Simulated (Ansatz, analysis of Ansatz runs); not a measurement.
# Migration in SnO2 (Pnnm): V_O hop (2.6 Å), charge +2

How high is the barrier when O changes place in SnO2 (Pnnm)? The case: V_O hop (2.6 Å), charge +2, in a cell of 96 host atoms with 1 O taken out.

Main program and level: Ansatz 0.2.0; plane-wave PAW DFT, PBEsol; nudged elastic band between two relaxed defect structures at fixed charge in a uniform background.

## Step 1: Set-up

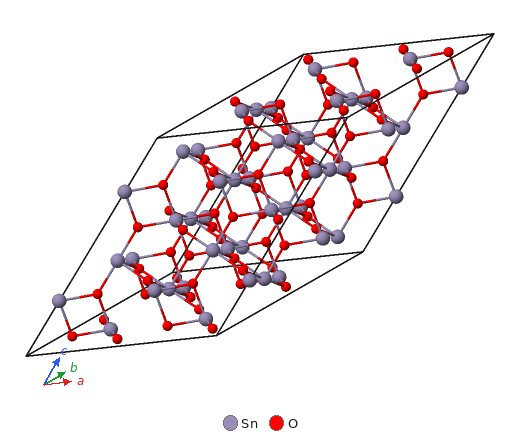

Start, viewed from a free direction; tin purple, oxygen red. Some periodic images of atoms are drawn too.

The cell holds 95 atoms: 32 Sn and 63 O. Its edges and angles: a = 11.501 Å, b = 11.499 Å, c = 13.490 Å, α = 54.1°, β = 54.1°, γ = 71.8°. It derives from SnO2 (space group Pnnm). Nearest the centre at fractional (0.625, 0.625, 0.371): O80 at 1.31 Å, Sn76 at 1.61 Å, Sn86 at 1.61 Å, O82 at 2.58 Å, O36 at 2.58 Å, O78 at 2.66 Å, O65 at 2.66 Å, Sn73 at 3.32 Å. The cell carries charge +2.

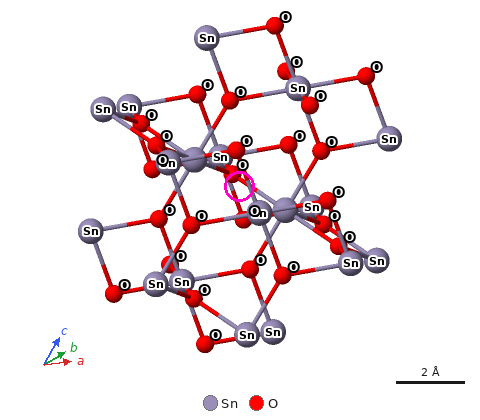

The atoms within 5 Å of the centre. A ring marks the middle of the ideal hop wherever no atom is near it.

The cell's shortest repeat is 11.5 Å.

## Step 2: Relaxation of the start point, charge +2

A barrier is counted from a minimum, so both ends are relaxed first. Small random displacements break the symmetry of the ideal sites, so that the defect can distort if it gains by it. The charge of +2 is set by the electron count, and a uniform background keeps the cell neutral.

qp2_c96k1s.start/input.yaml

```yaml
crystal:
  lattice:
    - [0.0, 9.54018441, 6.4238177]
    - [9.53754719, 0.0, 6.4238177]
    - [9.53754719, 9.54018441, 0.0]
  atoms:
    - { symbol: Sn, position: [0.125, 0.125, 0.125] }
    - { symbol: Sn, position: [0.375, 0.375, 0.375] }
    - { symbol: Sn, position: [0.0, 0.0, 0.0] }
[... 1 atom line left out ...]
    - { symbol: O, position: [2.9e-05, 0.499971, 0.1531381] }
[... 6 atom lines left out ...]
    - { symbol: O, position: [0.499971, 2.9e-05, 0.3468619] }
[... 1 atom line left out ...]
    - { symbol: Sn, position: [0.375, 0.375, 0.875] }
[... 1 atom line left out ...]
    - { symbol: Sn, position: [0.25, 0.25, 0.75] }
[... 3 atom lines left out ...]
    - { symbol: O, position: [0.4718619, 0.2781381, 0.624971] }
[... 1 atom line left out ...]
    - { symbol: O, position: [0.2781381, 0.4718619, 0.625029] }
[... 2 atom lines left out ...]
    - { symbol: Sn, position: [0.125, 0.625, 0.125] }
    - { symbol: Sn, position: [0.375, 0.875, 0.375] }
    - { symbol: Sn, position: [0.0, 0.5, 0.0] }
    - { symbol: Sn, position: [0.25, 0.75, 0.25] }
[... 1 atom line left out ...]
    - { symbol: O, position: [0.250029, 0.749971, 0.4031381] }
[... 1 atom line left out ...]
    - { symbol: O, position: [0.4718619, 0.7781381, 0.124971] }
[... 3 atom lines left out ...]
    - { symbol: O, position: [0.499971, 0.500029, 0.3468619] }
    - { symbol: Sn, position: [0.125, 0.625, 0.625] }
[... 6 atom lines left out ...]
    - { symbol: O, position: [0.4718619, 0.7781381, 0.624971] }
[... 2 atom lines left out ...]
    - { symbol: O, position: [0.249971, 0.750029, 0.5968619] }
    - { symbol: O, position: [0.499971, 0.500029, 0.8468619] }
    - { symbol: Sn, position: [0.625, 0.125, 0.125] }
    - { symbol: Sn, position: [0.875, 0.375, 0.375] }
    - { symbol: Sn, position: [0.5, 0.0, 0.0] }
    - { symbol: Sn, position: [0.75, 0.25, 0.25] }
    - { symbol: O, position: [0.500029, 0.499971, 0.1531381] }
    - { symbol: O, position: [0.750029, 0.249971, 0.4031381] }
[... 3 atom lines left out ...]
    - { symbol: O, position: [0.7781381, 0.4718619, 0.125029] }
[... 2 atom lines left out ...]
    - { symbol: Sn, position: [0.625, 0.125, 0.625] }
[... 3 atom lines left out ...]
    - { symbol: O, position: [0.500029, 0.499971, 0.6531381] }
[... 4 atom lines left out ...]
    - { symbol: O, position: [0.7781381, 0.4718619, 0.625029] }
    - { symbol: O, position: [0.749971, 0.250029, 0.5968619] }
[... 1 atom line left out ...]
    - { symbol: Sn, position: [0.625, 0.625, 0.125] }
    - { symbol: Sn, position: [0.875, 0.875, 0.375] }
[... 1 atom line left out ...]
    - { symbol: Sn, position: [0.75, 0.75, 0.25] }
    - { symbol: O, position: [0.500029, 0.999971, 0.1531381] }
    - { symbol: O, position: [0.750029, 0.749971, 0.4031381] }
    - { symbol: O, position: [0.9718619, 0.7781381, 0.124971] }
    - { symbol: O, position: [0.5281381, 0.7218619, 0.375029] }
    - { symbol: O, position: [0.7781381, 0.9718619, 0.125029] }
    - { symbol: O, position: [0.749971, 0.750029, 0.0968619] }
    - { symbol: O, position: [0.999971, 0.500029, 0.3468619] }
    - { symbol: Sn, position: [0.625, 0.625, 0.625] }
    - { symbol: Sn, position: [0.875, 0.875, 0.875] }
    - { symbol: Sn, position: [0.5, 0.5, 0.5] }
[... 2 atom lines left out ...]
    - { symbol: O, position: [0.750029, 0.749971, 0.9031381] }
[... 4 atom lines left out ...]
    - { symbol: O, position: [0.749971, 0.750029, 0.5968619] }
    - { symbol: O, position: [0.999971, 0.500029, 0.8468619] }
total_charge: 2
basis:
  ecutwfc: 420
  xc_grid: 2
hamiltonian:
  xc: pbesol
kpoints:
  mp_grid: { grid: [1, 1, 1], shift: [0.25, 0.25, 0.25] }
scf:
  occupations: { method: fixed }
  max_iter: 150
output:
  forces: true
relax:
  f_tol: 0.02
  max_steps: 70
  random_displacement: { amplitude: 0.03, seed: 8821 }
```

The run is started by

```
> ansatz run input.yaml --threads 32 --pin off --max-ram 84787MiB --backend cuda --events-out ev --progress --plain --runs-dir out --max-vram 78GiB
```

Numbers of over 12 decimals in the logs are rounded to 6 here.

Log:

```text
[...]
Engine: ansatz 0.2.0, aarch64-unknown-linux-gnu
[...]
Pseudopotential: Sn, paw, valence charge 14, recommended cutoff 420 eV (normal), Sn.paw.azcp
Pseudopotential: O, paw, valence charge 6, recommended cutoff 420 eV (normal), O.paw.azcp
Functional definition: PBEsol
[...]
Crystal: 95 atoms, lattice volume = 1169.006 Å³
Basis set: ecut = 420 eV, 22837 PW (Γ), exchange–correlation on 160×160×192 points (8 copies of the dense FFT grid, shifted against one another)
Bands: 507, of which v1, the nominal top of the filled ones, is band 412 counted from 1 (411 counted from 0)
[...]
k-points: 1
[...]
Functional: x = pbesol(κ = 0.804, μ = 0.123457), c = pbesol(β = 0.046)
[...]
SCF 1 converged in 12 iterations: F = -225744.613854 eV  dr2 = 4.29e-6
[...]
relax step   1: F+E_penalty+E_count = -225744.61385389 eV  Δ(F+E_penalty+E_count) = +0.000e0 eV  max|allowed force component| = 2.472e0 eV/Å  Δτ_max = 0.0000 Å  (12 SCF iters, dr2 threshold 1.00e-5 eV [...]
[...]
SCF iter   2: F=—  HF=-225746.876597 eV  |F-HF|=—  |Δ(HF+E_count)|=   4.87e-1  Δρ=5.78e-3  dr2=2.22e-1  ethr=1.78e-4  ⟨swp⟩=3.0  Hψ=833  notcnv=0  defer=93
[...]
SCF iter   7: F=-225746.806634 eV  HF=-225746.806631 eV  |F-HF|=3.17e-6  |Δ(HF+E_count)|=   2.03e-5  Δρ=5.00e-5  dr2=3.46e-5  ethr=1.21e-8  ⟨swp⟩=2.0  Hψ=1554  notcnv=0
SCF 2 converged in 7 iterations: F = -225746.806634 eV  dr2 = 3.46e-5
[...]
SCF 6 converged in 7 iterations: F = -225747.175965 eV  dr2 = 8.65e-9
relax step   6: F+E_penalty+E_count = -225747.17596495 eV  Δ(F+E_penalty+E_count) = -8.015e-4 eV  max|allowed force component| = 3.510e-3 eV/Å  Δτ_max = 0.0034 Å  (7 SCF iters, accepted)
SCF converged after 7 iterations
[...]
```

Wall time 5.6 s (1 × NVIDIA GB200 with 32 threads of Arm Neoverse V2, shared host); peak memory 1.4 GiB; 20 s of CPU time.

The steps of the relaxation:

```
step  energy less that of the first step (eV)  largest force component (eV/Å)
   1                                   0.0000                          2.4722
   2                                  -2.1928                          0.9194
   3                                  -2.3752                          1.5718
   4                                  -2.5555                          0.1602
   5                                  -2.5613                          0.0455
   6                                  -2.5621                          0.0035
```

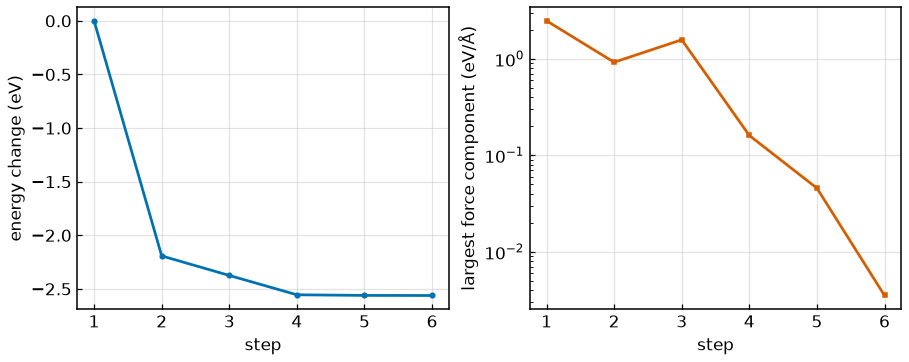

Energy and largest force along the relaxation.

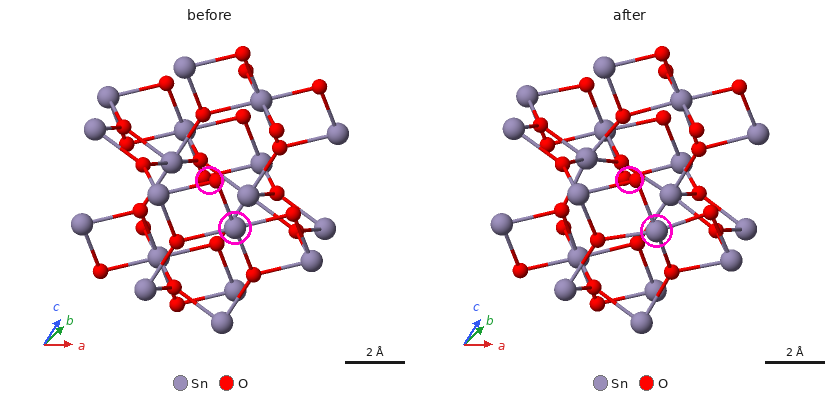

Before and after: the atoms that start within 5 Å of the centre. Sn50, which moves most, is ringed if it is among them. A ring with no atom in it marks the middle of the ideal hop.

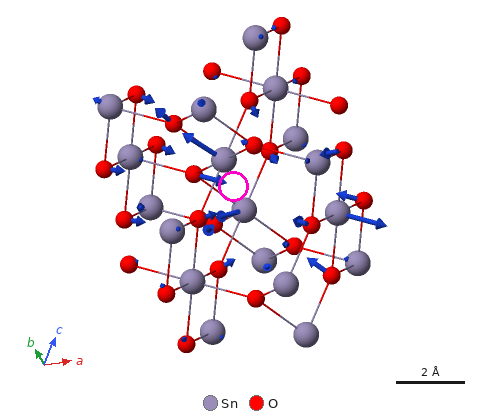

Displacements in the relaxation from the typed sites near the centre, exaggerated, the mean shift taken out; the longest in the cell stands for 0.23 Å. A ring marks the middle of the ideal hop wherever no atom is near it.

The atoms that moved most (Å, from the sites as typed, ahead of the random displacement, the mean shift of all atoms taken out):

```
atom      dx      dy      dz  length
Sn50  -0.164   0.164   0.000   0.231
Sn86   0.115  -0.115  -0.157   0.226
Sn76   0.115  -0.115   0.157   0.226
 O80  -0.110   0.109   0.000   0.155
 O22   0.042  -0.045  -0.110   0.126
 O81   0.044  -0.042   0.110   0.126
  O5   0.095  -0.060  -0.054   0.125
 O71   0.060  -0.095   0.054   0.124
```

Neighbours of O80 at the end:

```
atom  distance (Å)
Sn86         2.022
Sn76         2.022
Sn26         2.201
 O82         2.836
 O65         2.836
 O36         2.838
 O78         2.838
 O12         2.974
 O47         2.974
 O30         2.974
 O77         2.974
```

Numbers from this step:

```yaml
free_energy: -225747.1760 eV
r_m_s_move_of_the_farther_half_of_the_atoms: 0.03383 Å
largest_move_from_the_ideal_geometry_of_this_structure_a_common_shift_of_the_far_atoms_taken_out: 0.2323 Å
```

The relaxation gained 2.562 eV and ended with a largest force component of 0.0035 eV/Å.

## Step 3: Relaxation of the end point, charge +2

The end point is relaxed in the same cell and settings, so that the two energies compare. Atoms more than 3.2 Å from the middle of the hop start where the first relaxation left them, the nearer ones on or close to their ideal places, with small random displacements.

qp2_c96k1s.end/input.yaml

```yaml
crystal:
  lattice:
    - [0.0, 9.54018441, 6.4238177]
    - [9.53754719, 0.0, 6.4238177]
    - [9.53754719, 9.54018441, 0.0]
  atoms:
    - { symbol: Sn, position: [0.12578835, 0.12426499, 0.12560251] }
    - { symbol: Sn, position: [0.37474386, 0.37357951, 0.37580938] }
[... 17 atom lines left out ...]
    - { symbol: O, position: [0.46828094, 0.28059088, 0.62539984] }
[... 5 atom lines left out ...]
    - { symbol: Sn, position: [0.37621519, 0.8737861, 0.37490869] }
[... 9 atom lines left out ...]
    - { symbol: O, position: [0.499971, 0.500029, 0.3468619] }
[... 28 atom lines left out ...]
    - { symbol: O, position: [0.500029, 0.499971, 0.6531381] }
[... 7 atom lines left out ...]
    - { symbol: Sn, position: [0.62475393, 0.62524003, 0.12412708] }
[... 2 atom lines left out ...]
    - { symbol: Sn, position: [0.75, 0.75, 0.25] }
[... 1 atom line left out ...]
    - { symbol: O, position: [0.750029, 0.749971, 0.4031381] }
    - { symbol: O, position: [0.96940858, 0.78171897, 0.12438365] }
    - { symbol: O, position: [0.721776, 0.528224, 0.367703] }
[... 1 atom line left out ...]
    - { symbol: O, position: [0.749971, 0.750029, 0.0968619] }
[... 1 atom line left out ...]
    - { symbol: Sn, position: [0.62476175, 0.62524697, 0.62568408] }
[... 1 atom line left out ...]
    - { symbol: Sn, position: [0.5, 0.5, 0.5] }
[... 8 atom lines left out ...]
    - { symbol: O, position: [0.99694332, 0.50128002, 0.84773023] }
total_charge: 2
basis:
  ecutwfc: 420
  xc_grid: 2
hamiltonian:
  xc: pbesol
kpoints:
  mp_grid: { grid: [1, 1, 1], shift: [0.25, 0.25, 0.25] }
scf:
  occupations: { method: fixed }
  max_iter: 150
output:
  forces: true
relax:
  f_tol: 0.02
  max_steps: 70
  random_displacement: { amplitude: 0.01, seed: 8821 }
```

Log:

```text
[...]
Crystal: 95 atoms, lattice volume = 1169.006 Å³
Basis set: ecut = 420 eV, 22837 PW (Γ), exchange–correlation on 160×160×192 points (8 copies of the dense FFT grid, shifted against one another)
Bands: 507, of which v1, the nominal top of the filled ones, is band 412 counted from 1 (411 counted from 0)
[...]
k-points: 1
[...]
SCF iter   2: F=—  HF=-225745.251901 eV  |F-HF|=—  |Δ(HF+E_count)|=   8.72e-1  Δρ=4.55e-3  dr2=4.67e-1  ethr=4.31e-4  ⟨swp⟩=2.0  Hψ=704  notcnv=0  defer=93
[...]
SCF 1 converged in 9 iterations: F = -225745.126478 eV  dr2 = 4.01e-6
[...]
relax step   1: F+E_penalty+E_count = -225745.12647812 eV  Δ(F+E_penalty+E_count) = +0.000e0 eV  max|allowed force component| = 2.743e0 eV/Å  Δτ_max = 0.0000 Å  (9 SCF iters, dr2 threshold 1.00e-5 eV, [...]
[...]
SCF 5 converged in 7 iterations: F = -225747.175954 eV  dr2 = 1.18e-8
relax step   5: F+E_penalty+E_count = -225747.17595394 eV  Δ(F+E_penalty+E_count) = -7.227e-4 eV  max|allowed force component| = 6.951e-3 eV/Å  Δτ_max = 0.0064 Å  (7 SCF iters, accepted)
SCF converged after 7 iterations
[...]
```

Run time: 4.8 s. Hardware: 1 × NVIDIA GB200 with 32 threads; peak memory 1.2 GiB.

Relaxation path:

```
step  energy less that of the first step (eV)  largest force component (eV/Å)
   1                                   0.0000                          2.7427
   2                                  -1.7545                          0.7690
   3                                  -1.9779                          0.4803
   4                                  -2.0488                          0.0467
   5                                  -2.0495                          0.0070
```

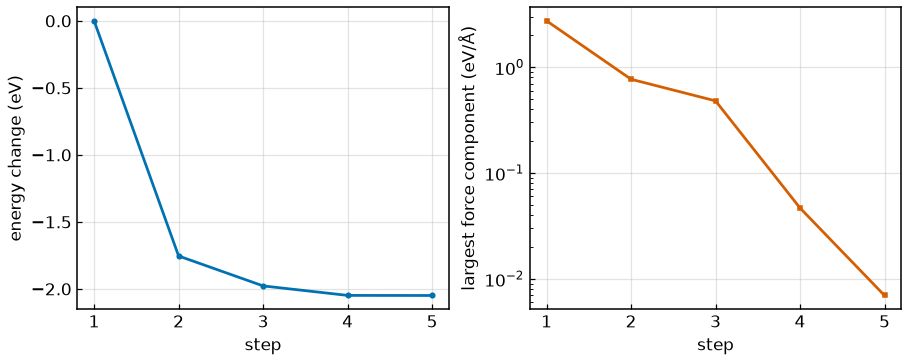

Energy and largest force along the relaxation.

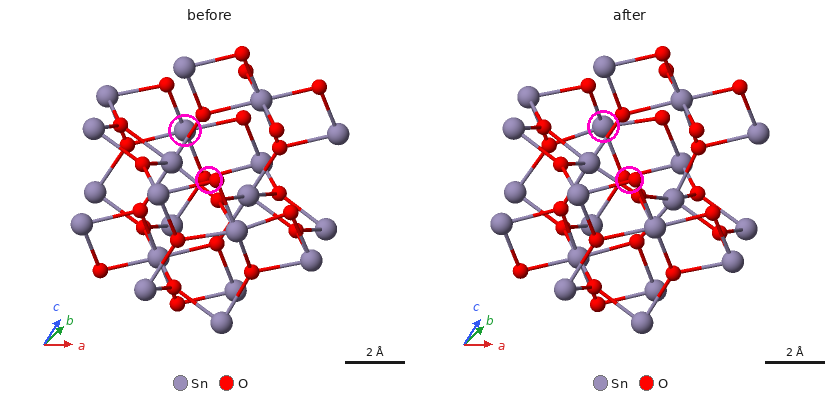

Before and after: the atoms that start within 5 Å of the centre. Sn26, which moves most, is ringed if it is among them. A ring with no atom in it marks the middle of the ideal hop.

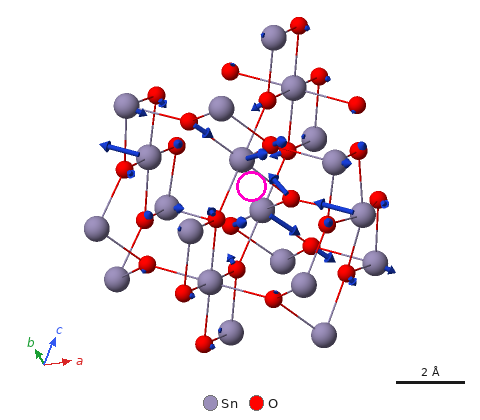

Displacements in the relaxation from the typed sites near the centre, exaggerated; the longest in the cell stands for 0.25 Å. A ring marks the middle of the ideal hop wherever no atom is near it.

The atoms that moved most (Å, from the sites as typed, ahead of the random displacement):

```
atom      dx      dy      dz  length
Sn26   0.178  -0.179   0.000   0.252
Sn50   0.177  -0.178   0.000   0.251
Sn86  -0.115   0.111  -0.157   0.224
Sn76  -0.114   0.111   0.157   0.224
 O80   0.178  -0.042   0.000   0.183
  O7   0.117  -0.119   0.000   0.167
  O9   0.117  -0.118   0.000   0.166
 O20  -0.072   0.067  -0.103   0.143
```

Neighbours of O80 at the end:

```
atom  distance (Å)
Sn86         2.022
Sn76         2.022
Sn50         2.200
 O65         2.836
 O82         2.836
 O78         2.838
 O36         2.838
  O5         2.973
 O83         2.973
 O54         2.973
 O71         2.974
```

Read from the output:

```yaml
free_energy: -225747.1760 eV
r_m_s_move_of_the_farther_half_of_the_atoms: 0.03402 Å
largest_move_from_the_ideal_geometry_of_this_structure_a_common_shift_of_the_far_atoms_taken_out: 0.2337 Å
```

The relaxation gained 2.049 eV and ended with a largest force component of 0.0069 eV/Å. The end lies within 1 meV of the start.

(Continued in part 2 of 2.)

[Logs are printed without paths, hosts, clocks, repeated set-up lines and the standing remarks that a program may print on its own settings, such as how far it seeks lower states.]

[Hosts, paths, dates, database ids (printed as entryN), source tags and the programs' standing remarks are cut or masked in the printed files.]
